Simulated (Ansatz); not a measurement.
## Electronic structure of CH₇FInNSi in real space

```yaml
atoms:
  - { symbol: C, position_ang: [-2.4154, -0.0081, 0.5237] }
  - { symbol: In, position_ang: [-0.4905, 0.9379, 0.6633] }
  - { symbol: F, position_ang: [-0.3267, 2.6592, 1.6302] }
  - { symbol: N, position_ang: [1.3868, 0.4892, -0.0033] }
  - { symbol: Si, position_ang: [1.9155, -0.8836, -0.9217] }
  - { symbol: H, position_ang: [-3.0680, 0.6208, -0.0974] }
  - { symbol: H, position_ang: [-2.3120, -1.0038, 0.0726] }
  - { symbol: H, position_ang: [-2.8405, -0.0893, 1.5337] }
  - { symbol: H, position_ang: [2.0809, 1.1888, 0.2564] }
  - { symbol: H, position_ang: [0.7060, -1.7293, -1.1632] }
  - { symbol: H, position_ang: [2.9358, -1.7182, -0.2114] }
  - { symbol: H, position_ang: [2.5051, -0.5189, -2.2489] }
```

Core potentials replace the inner electrons of In.

Theory: Ansatz 0.2.0, RKS B3LYP-D4/def2-SVP.

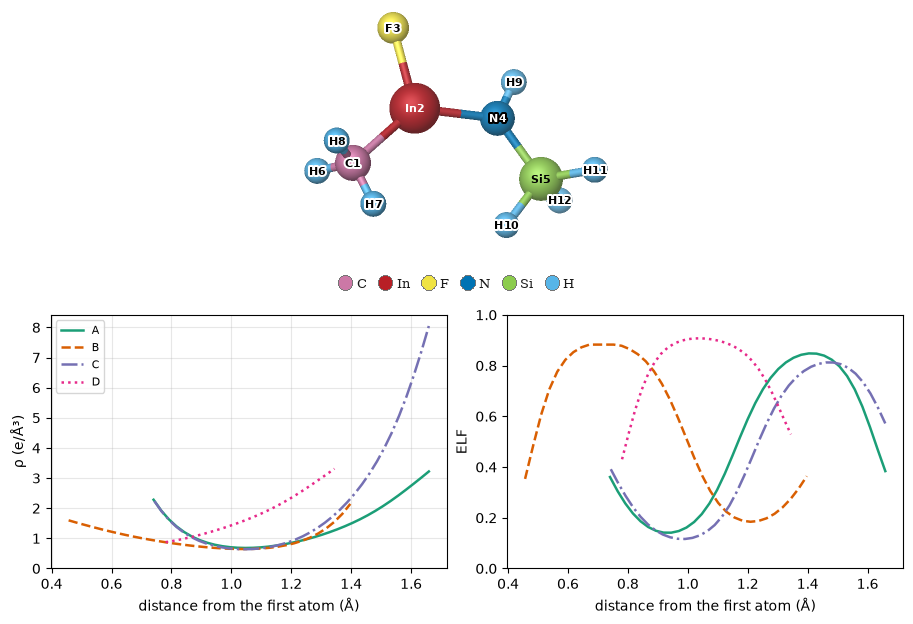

Figure 1. Electron density and electron localisation function along straight lines between neighbouring atoms. The curves leave out the atomic cores. The structure is drawn too.

### Which curve belongs to which contact (C–In, In–F, In–N and Si–N)? The first atom named is at distance zero.

Curve A: In–N (2.04 Å): ρ at the midpoint is about 0.69 e/Å³; the ELF peaks at about 0.85 in the valence shell of N, 0.6 Å from its nucleus, and drops to about 0.15 between the two atoms. Curve B: C–In (2.15 Å): the density is about 0.65 e/Å³ at the midpoint; the ELF peaks at about 0.90 in the valence shell of C, 0.7 Å from its nucleus, and drops to about 0.20 between the two atoms. Curve C: In–F (1.98 Å): ρ is about 0.67 e/Å³ halfway; the ELF peaks at about 0.80 in the valence shell of F, 0.5 Å from its nucleus, and drops to about 0.10 between the two atoms. Curve D: Si–N (1.73 Å): ρ is about 1 e/Å³ halfway; the ELF peaks at about 0.90 between the atoms, as expected for a shared but strongly polarised pair.

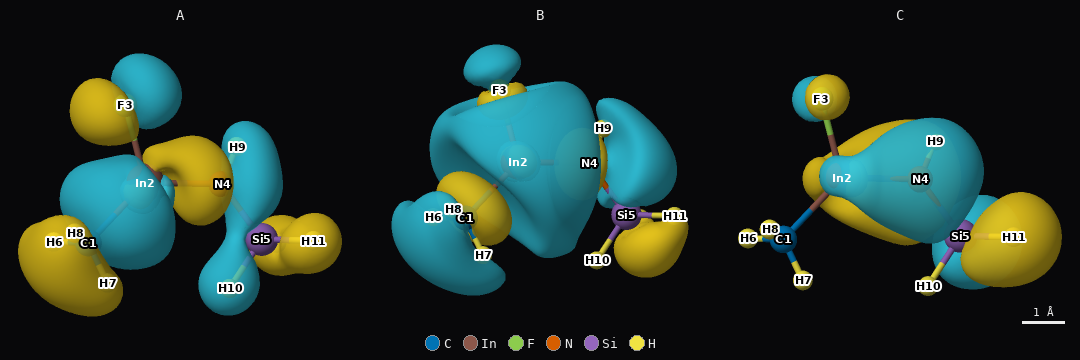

Figure 2. Three frontier orbitals at ±0.05 Å⁻³ᐟ² (yellow and cyan are the two phases), in no order.

### Which picture is the HOMO−1, the HOMO and the LUMO?

A is the HOMO−1 (−8.25 eV). It lies mainly on F3 (about 25 %), C1 (about 25 %), In2 (about 15 %) and N4 (about 15 %). C is the HOMO (−7.01 eV). Its weight (Hirshfeld) is mainly on N4 (about 60 %), In2 (about 10 %), H11 (about 5 %) and H12 (about 5 %). B is the LUMO (−1.28 eV). By Hirshfeld shares it lies mainly on In2 (about 45 %), C1 (about 20 %), N4 (about 10 %), F3 (about 10 %) and Si5 (about 10 %).

### What is the HOMO–LUMO gap?

5.73 eV between the orbital energies.
